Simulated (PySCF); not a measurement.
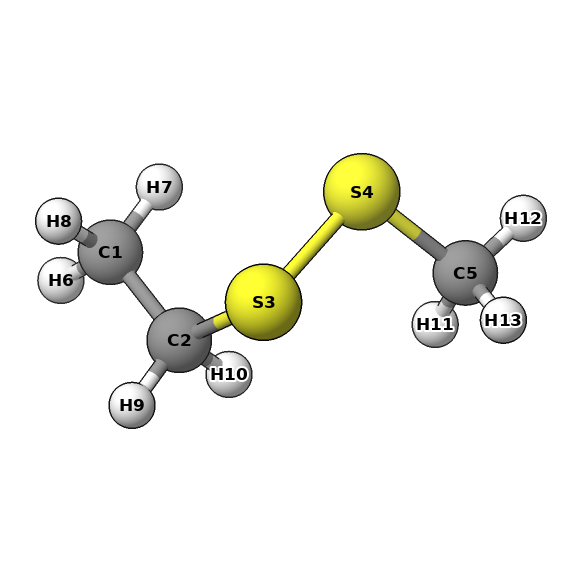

The computed structure is the end point of a PBE0-D3(BJ)/def2-SVP optimisation. No frequency run is at hand to confirm it as a minimum. Electric field gradients from the ground-state density, PBE0/pcSseg-1 (PySCF 2.14.0), non-relativistic apart from any core potentials.

Give the largest field-gradient component, the quadrupole coupling constant and the asymmetry for 33S at S3 (Q = −67.81 mb), 33S at S4 (Q = −67.81 mb).

```
atom  V_zz (a.u.)  e²qQ/h (MHz)     η
  S3       −3.181          50.7  0.68
  S4       −3.220          51.3  0.64
```
